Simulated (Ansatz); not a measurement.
# Calculations on SiH4OBrCl

**1. Relaxation**

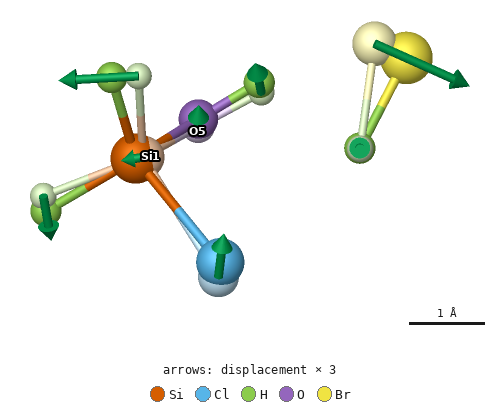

This is a relaxation of SiH4OBrCl. The starting structure is drawn faded, the final one solid; green arrows show the displacements, 3 times their true length. The two geometries are superimposed by the best rigid fit.

A ball-and-stick model, seen from a free direction.

The run prepares an end point of a later path (reaction) calculation, from a guessed geometry.

Method: RKS PBE0-D4/def2-SVP (Ansatz 0.2.0).

Input
```yaml
crystal:
  periodic: [false, false, false]
  atoms:
    - { symbol: Si, position_ang: [-0.194403, 0.204407, 0.038615] }
    - { symbol: Cl, position_ang: [-0.118468, 0.547412, 2.127127] }
    - { symbol: H, position_ang: [1.21946, 0.120176, -0.406647] }
    - { symbol: H, position_ang: [-0.90542, 1.367653, -0.538014] }
    - { symbol: O, position_ang: [-1.099518, -1.122277, -0.310713] }
    - { symbol: H, position_ang: [-0.696105, -1.970435, -0.081886] }
    - { symbol: Br, position_ang: [1.465794, -2.715352, 1.09097] }
    - { symbol: H, position_ang: [1.121461, -1.698584, 2.138848] }
basis:
  gaussian: { orbitals: def2-SVP }
hamiltonian:
  xc: pbe0
  dispersion: d4
relax:
  f_tol: 0.03
  max_steps: 50
```

Run as
```bash
ansatz run input.yaml --threads 2 --pin off --max-ram 3072MiB --backend cpu --events-out ev --progress --plain --runs-dir out
```

> What did the optimiser do to the structure, and how much energy did it gain?

After 9 geometry steps the energy has fallen by 11.0 kJ/mol. Largest force component: 1.1 eV/Å at the start, 0.024 eV/Å at the end. The largest move after the best rigid fit is that of Br7, 0.48 Å. Largest moves by element: Br 0.48 Å, H 0.36 Å, Cl 0.24 Å, O 0.14 Å, Si 0.10 Å. Among the contacts that change: Si1–Br7 3.520 → 3.911 Å, Br7–H8 1.500 → 1.436 Å, Si1–Cl2 2.118 → 2.097 Å.

Limits of the set-up: the start holds two separate molecules, 2.6 Å apart at their closest, whose relative position is a soft coordinate.

**2. Relaxation**

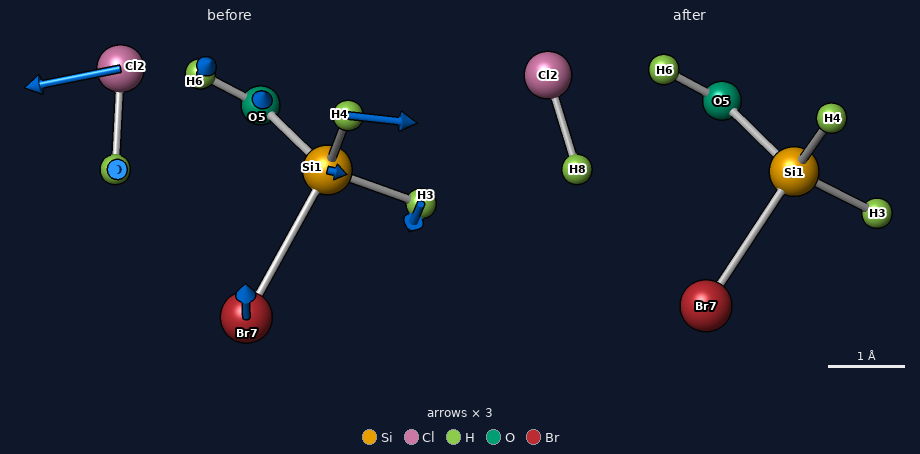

The structure of SiH$_{4}$OBrCl before (left) and after (right) a relaxation, at one scale. The blue arrows give the displacements, magnified 3 times.

The picture is a ball-and-stick view, seen at a tilt.

The run prepares an end point of a later path (reaction) calculation, from a guessed geometry.

Computed with Ansatz 0.2.0, RKS PBE0-D4/def2-SVP.

Input file:
```yaml
crystal:
  periodic: [false, false, false]
  atoms:
    - { symbol: Si, position_ang: [0.433886, -0.374116, -0.412024] }
    - { symbol: Cl, position_ang: [-0.922211, -0.481819, 2.63944] }
    - { symbol: H, position_ang: [0.884608, -0.286635, -1.819787] }
    - { symbol: H, position_ang: [0.331217, 0.954258, 0.242214] }
    - { symbol: O, position_ang: [-0.954735, -1.254445, -0.408548] }
    - { symbol: H, position_ang: [-1.388848, -1.304168, 0.454006] }
    - { symbol: Br, position_ang: [2.127642, -1.465691, 0.687034] }
    - { symbol: H, position_ang: [0.281241, -1.054384, 2.675965] }
basis:
  gaussian: { orbitals: def2-SVP }
hamiltonian:
  xc: pbe0
  dispersion: d4
relax:
  f_tol: 0.03
  max_steps: 50
output:
  orbitals: {}
```

Launched with:
```bash
ansatz run input.yaml --threads 2 --pin off --max-ram 3072MiB --backend cpu --events-out ev --progress --plain --runs-dir out
```

Question: Describe what moved and what it gained.

Answer: The largest move after the best rigid fit is that of Cl2, 0.45 Å. Largest moves by element: Cl 0.45 Å, H 0.32 Å, Br 0.23 Å, O 0.14 Å, Si 0.09 Å. Some distances before and after: Si1–Br7 2.295 → 2.259 Å, Cl2–H8 1.333 → 1.300 Å. After 9 accepted moves (10 points after the start) the energy has fallen by 2.31 kcal/mol. The largest force component goes from 0.9 to 0.017 eV/Å. The line search rejected the trial step at point 4 of the run.

Limits of the set-up: the start holds two separate molecules, 2.4 Å apart at their closest, whose relative position is a soft coordinate.

**3. Path**

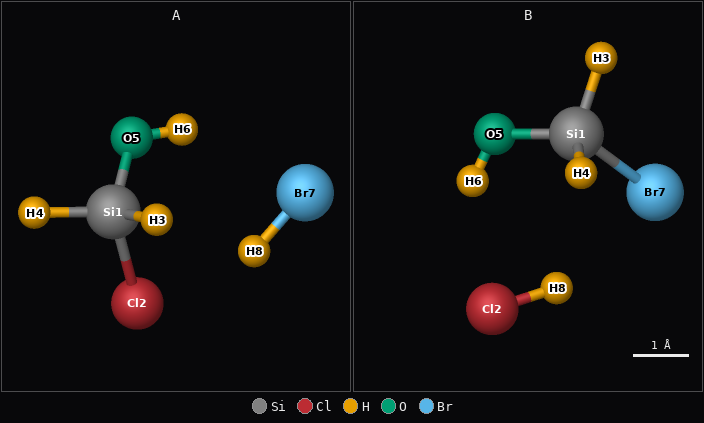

The two relaxed end points of a path for SiH4OBrCl, made up at the start of SiH3OCl and HBr. The picture is a ball-and-stick view, seen at a tilt.

These are results of Ansatz, RKS PBE0-D4/def2-SVP, not measurements.

Settings: 7 movable images; climbing image; force threshold 0.05 eV/Å; iteration limit 60.

Start:
```xyz
8

Si   -0.2126    0.2903   -0.0099
Cl    0.1047    0.4906    2.0535
H     1.1366    0.3965   -0.6283
H    -1.1225    1.3824   -0.4230
O    -0.9663   -1.1331   -0.3375
H    -0.4836   -1.9448   -0.1263
Br    1.3192   -2.9999    1.4465
H     1.0173   -1.7489    2.0834
```

End:
```xyz
8

Si    0.4185   -0.2328   -0.4687
Cl   -0.8996   -1.1086    2.9026
H     0.8373   -0.2303   -1.8890
H     0.2887    1.1334    0.1032
O    -0.9533   -1.1293   -0.3507
H    -1.3257   -1.2199    0.5390
Br    2.0984   -1.1858    0.7035
H     0.3285   -1.2937    2.5185
```

Q: Predict the minimum-energy path and its barrier.

A: Forward barrier 139.9 kJ/mol, backward barrier 137.7 kJ/mol, with image 4 at the top; the reaction energy is +2.2 kJ/mol. Breaking: Br7–H8 (1.44 → 1.64 at the top → 2.54 Å), Si1–Cl2 (2.10 → 2.47 at the top → 3.72 Å). Forming: Cl2–H8 (2.42 → 1.60 at the top → 1.30 Å), Si1–Br7 (3.91 → 2.67 at the top → 2.26 Å). The band converged in 44 iterations. The largest component of the band force went from 11 to 0.043 eV/Å. The climbing image converged on the top of the path. Its vibrational analysis gives one imaginary mode (431i cm⁻¹), as a transition state must have.

Energies of the converged images:

```tsv
image	path (Å)	E (kJ/mol)
0	0.00	0.0
1	1.58	8.6
2	3.17	11.9
3	4.75	19.8
4	6.33	139.9
5	6.83	94.0
6	7.34	38.0
7	7.85	8.9
8	8.35	2.2
```

The geometry at the top of the path:

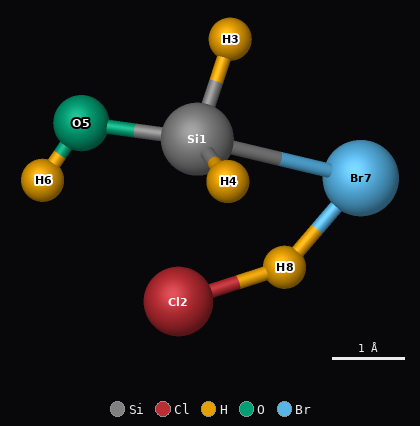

Limits of the set-up: the start holds two separate molecules, 2.4 Å apart at their closest, whose relative position is a soft coordinate.
